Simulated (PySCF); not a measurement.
# C$_{2}$H$_{6}$Cl$_{2}$O$_{2}$Si (SMILES CO[Si](Cl)(Cl)OC): what the fields show

The calculation's input:

```
{"job": {"kind": "nmr", "xc": "PBE0", "basis": "pcSseg-1"}, "charge": 0, "multiplicity": 1}
Si    -0.206833     0.007460    -0.153821
O     -0.202218     0.008403     1.471027
C     -1.322402     0.020584     2.319733
H     -1.908649     0.945945     2.195575
H     -0.965909    -0.030942     3.358163
H     -1.979881    -0.844463     2.131144
O      1.347262    -0.033010    -0.628423
C      1.807759    -0.043867    -1.956385
H      1.419151    -0.915745    -2.509212
H      2.904669    -0.100450    -1.937886
H      1.510473     0.874072    -2.490941
Cl    -1.145223     1.680295    -0.890373
Cl    -1.227558    -1.620381    -0.886392
```

Command:

```sh
OMP_NUM_THREADS=1 python probes_run.py task.json out
```

Geometry: PBE0-D3(BJ)/def2-SVP.

Computed with PBE0/pcSseg-1, SCF density, gas phase, non-relativistic (PySCF 2.14.0).

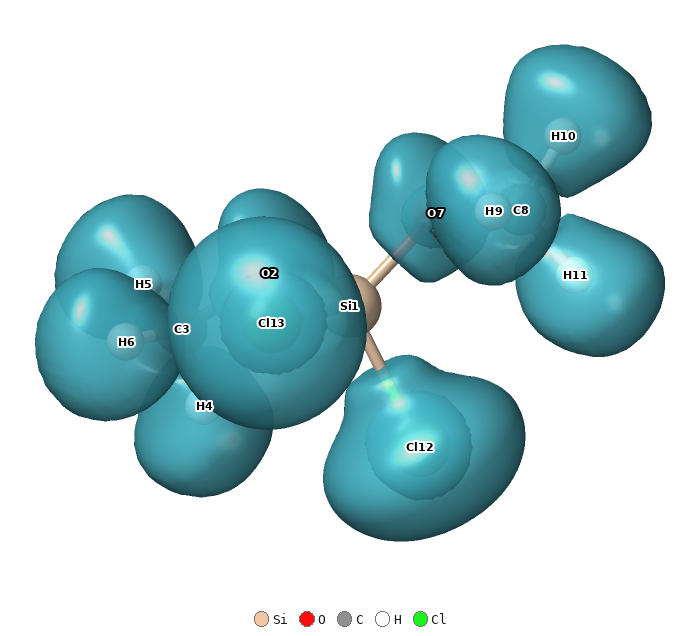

Figure 1. Isosurface of the ELF at 0.75 (cyan), seen at an oblique angle. Only the valence region is drawn (cores and ρ < 0.01 e/Å³ removed).

> Where are the electrons localised?

At this value the surface marks out six regions around hydrogen nuclei, two regions on Cl in which the atom's valence shell and bonds are merged and two regions on O in which the atom's valence shell and bonds are merged. Profiles from the grid: C–O (1.41 Å): the ELF peaks at about 0.90 between the atoms: a polar covalent bond. Si–O (1.62 Å): the ELF peaks at about 0.85 between the atoms (a short, strongly polar bond).

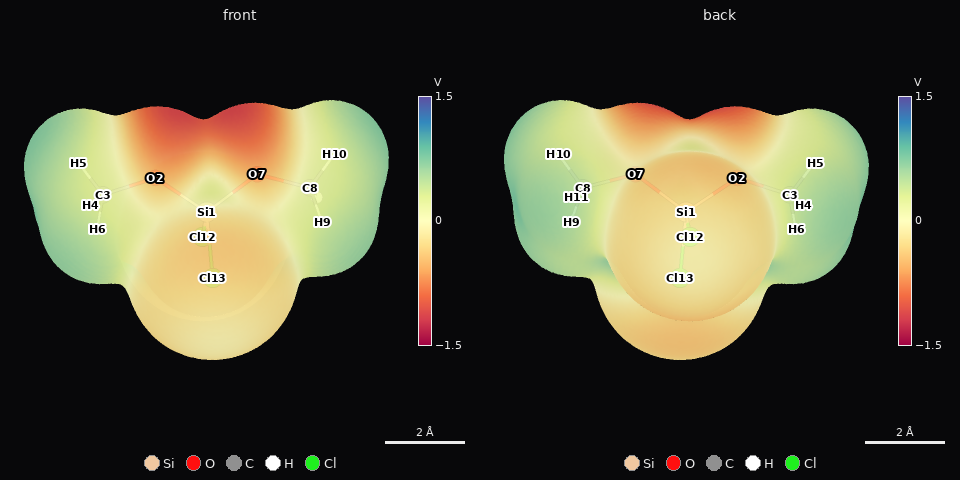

Figure 2. The electrostatic potential painted on the density surface at 0.001 e/bohr³, seen from the front and from behind; red is negative and blue positive.

> Which sites attract a positive test charge, and which a negative one?

A positive charge is drawn to the negative regions and a negative charge to the positive ones. The most negative region (about −1.1 V) lies over O2 and O7, the most positive (about +0.8 V) over C3 and C8.

> How polar is the molecule by this calculation?

Its dipole moment is 0.10 D.

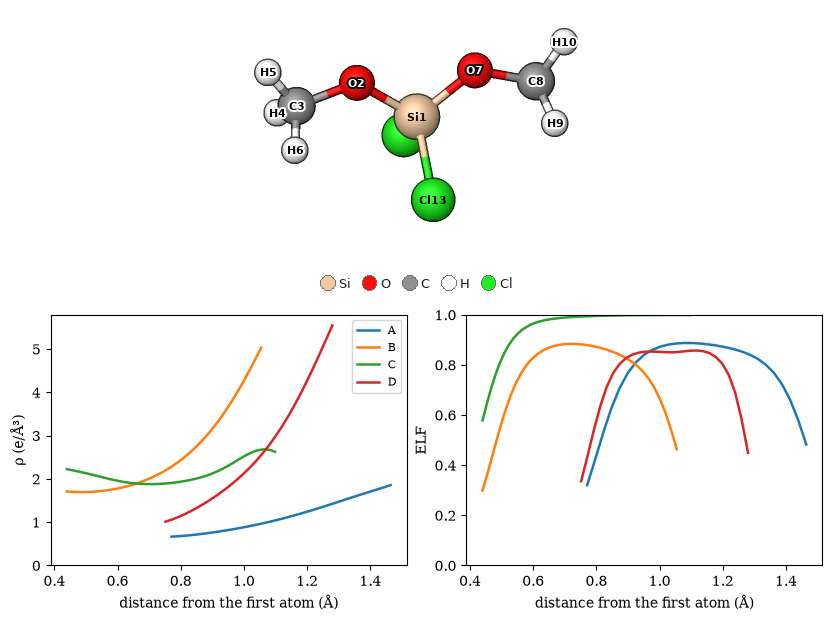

Figure 3. Electron density and ELF along straight lines between neighbouring atoms. The curves leave out the atomic cores. The structure is drawn too.

> Which curve belongs to which contact (C–H, C–O, Si–Cl and Si–O)? The first atom named is at distance zero.

Curve A: Si–Cl (2.05 Å): ρ at the midpoint is about 0.92 e/Å³; the ELF peaks at about 0.90 between the atoms: a shared but strongly polarised pair. Curve B: C–O (1.41 Å): ρ at the midpoint is about 2 e/Å³, with its minimum of 1.7 e/Å³ about 0.5 Å from C; the ELF peaks at about 0.90 between the atoms, as expected for a shared but strongly polarised pair. Curve C: C–H (1.10 Å): ρ is about 2 e/Å³ halfway; the ELF climbs to about 1 towards the hydrogen, as it does in any bond to H (a covalent bond by its length). Curve D: Si–O (1.62 Å): ρ at the midpoint is about 1.2 e/Å³; the ELF peaks at about 0.85 between the atoms (a short, strongly polar bond).
